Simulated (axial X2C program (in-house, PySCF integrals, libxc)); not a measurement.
# Linear HfOH⁻ at several levels

How do method and spin–orbit coupling move the bonds and stretches of HfOH⁻, held linear?

Method: all-electron X2C, two-component (2c) or spin-free, Hf dyall-v3z, O dyall-av3z, H dyall-v3z; program: an in-house X2C program for linear molecules on PySCF integrals.

All values are calculated.

2 further runs of the same task are left out: 2 set aside as unsound or not needed.

## Step 1: Set-up

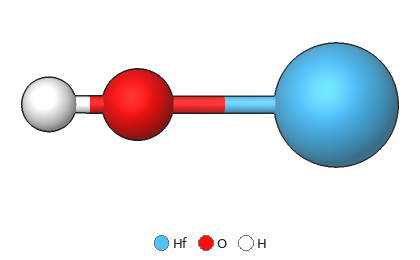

The atoms on one line, bonds 2.150 and 0.960 Å (hafnium blue, oxygen red, hydrogen white).

task.json

```json
{"zs": [72, 8, 1], "q": -1, "bas": ["dyall-v3z", "dyall-av3z", "dyall-v3z"], "r0": [2.15, 0.96], "symm": 0, "scan": ["PBE0", "HF", "B3LYP"], "levels": ["PBE0", "HF", "TPSSh"], "nst": 2}
```

Keys: zs atomic numbers; q charge; bas basis sets; r0 starting distance in Å; symm equal bonds; scan levels of the two-bond scan (MP2 follows by itself at each HF point); levels methods; nst determinants followed.

Run with:

```bash
$ python solin.py task.json out
```

Masses Hf 179.947, O 15.995, H 1.008 u.

## Step 2: Scan at PBE0, 2c

State: Ω = 2 (beyond evenly filled blocks: ω = 1/2, ω = 3/2). Energies above the lowest point, from the job's result record:

| r(Hf–O) (Å) | r(O–H) (Å) | E (meV) |
| --- | --- | --- |
| 1.8535 | 0.9262 | 41.58 |
| 1.8535 | 0.9500 | 25.26 |
| 1.8535 | 0.9737 | 40.81 |
| 1.9010 | 0.9262 | 16.16 |
| 1.9010 | 0.9500 | 0.00 |
| 1.9010 | 0.9737 | 15.68 |
| 1.9010 | 0.9975 | 58.45 |
| 1.9485 | 0.9262 | 42.38 |
| 1.9485 | 0.9500 | 26.21 |
| 1.9485 | 0.9737 | 41.88 |
| 1.9961 | 0.9500 | 91.70 |
| 1.9961 | 0.9975 | 149.77 |

A quadratic surface with cubic terms in each bond gives the minimum at 1.899 and 0.950 Å, force constants 3.69, 9.05 and coupling 0.00 mdyn/Å.

## Step 3: Scan at HF, 2c

State: Ω = 2 (beyond evenly filled blocks: ω = 1/2, ω = 3/2). Energies above the lowest point, from the job's result record:

| r(Hf–O) (Å) | r(O–H) (Å) | E (meV) |
| --- | --- | --- |
| 1.8535 | 0.9262 | 61.12 |
| 1.8535 | 0.9500 | 70.47 |
| 1.8535 | 0.9737 | 111.94 |
| 1.9010 | 0.9262 | 0.80 |
| 1.9010 | 0.9500 | 10.52 |
| 1.9010 | 0.9737 | 52.36 |
| 1.9010 | 0.9975 | 121.75 |
| 1.9485 | 0.9262 | 0.00 |
| 1.9485 | 0.9500 | 9.91 |
| 1.9485 | 0.9737 | 51.93 |
| 1.9961 | 0.9500 | 55.63 |
| 1.9961 | 0.9975 | 167.22 |

A quadratic surface with cubic terms in each bond gives the minimum at 1.925 and 0.931 Å, force constants 3.74, 10.2 and coupling 0.03 mdyn/Å.

## Step 4: Scan at B3LYP, 2c

State: Ω = 2 (beyond evenly filled blocks: ω = 1/2, ω = 3/2). Energies above the lowest point, from the job's result record:

| r(Hf–O) (Å) | r(O–H) (Å) | E (meV) |
| --- | --- | --- |
| 1.8535 | 0.9262 | 66.95 |
| 1.8535 | 0.9500 | 47.33 |
| 1.8535 | 0.9737 | 59.19 |
| 1.9010 | 0.9262 | 19.54 |
| 1.9010 | 0.9500 | 0.00 |
| 1.9010 | 0.9737 | 11.92 |
| 1.9010 | 0.9975 | 50.53 |
| 1.9485 | 0.9262 | 25.48 |
| 1.9485 | 0.9500 | 5.87 |
| 1.9485 | 0.9737 | 17.71 |
| 1.9961 | 0.9500 | 52.60 |
| 1.9961 | 0.9975 | 102.52 |

A quadratic surface with cubic terms in each bond gives the minimum at 1.918 and 0.952 Å, force constants 3.45, 8.78 and coupling -0.01 mdyn/Å.

## Step 5: Comparison

| level | r(Hf–O) (Å) | r(O–H) (Å) | lower stretch (cm⁻¹) | upper stretch (cm⁻¹) |
| --- | --- | --- | --- | --- |
| PBE0, 2c | 1.899 | 0.950 | 634.9 | 4028.3 |
| HF, 2c | 1.925 | 0.931 | 638.7 | 4274.3 |
| B3LYP, 2c | 1.918 | 0.952 | 613.4 | 3968.5 |
| MP2, 2c | 1.910 | 0.954 | 632.8 | 3984.9 |
| PBE0, spin-free | 1.895 | 0.950 | 637.3 | 4027.9 |
| HF, spin-free | 1.919 | 0.932 | 653.3 | 4269.8 |
| B3LYP, spin-free | 1.915 | 0.953 | 615.5 | 3970.8 |
| MP2, spin-free | 1.900 | 0.955 | 649.4 | 3970.6 |

Scans not shown above were run alike.

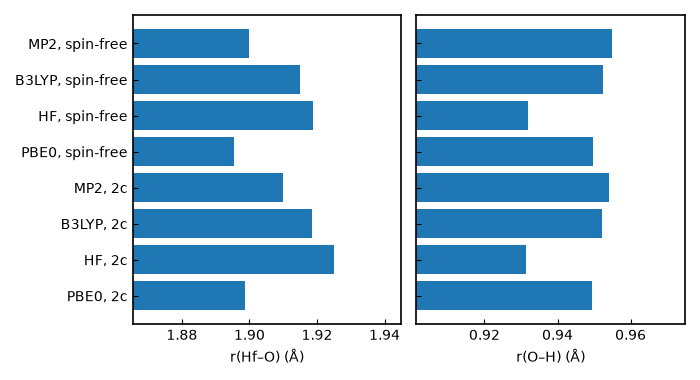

The two bond lengths by level.

**Reading.** Over the levels the Hf–O bond spans 1.895 to 1.925 Å and the O–H bond 0.931 to 0.955 Å. At PBE0 going from spin-free to two-component moves the bonds by +0.003 and -0.000 Å. Each state is one determinant, the lowest of a limited PBE0 search; the stretches come from a fit to few points and are good to some per cent at best. MP2 freezes inner shells (threshold -2 hartree). For an anion the highest level of a functional can be positive, and the basis then holds the extra electron. The molecule was held linear; bending was not examined, so a bent shape may lie lower. Open-shell Ω = 0 determinants with evenly filled partner blocks cannot be reached by this program, so the Ω shown need not be the lowest component. Note: functional without a current term on a determinant with orbital currents, of the molecule or an atom. Note: several unpaired electrons, one determinant need not be a pure state.
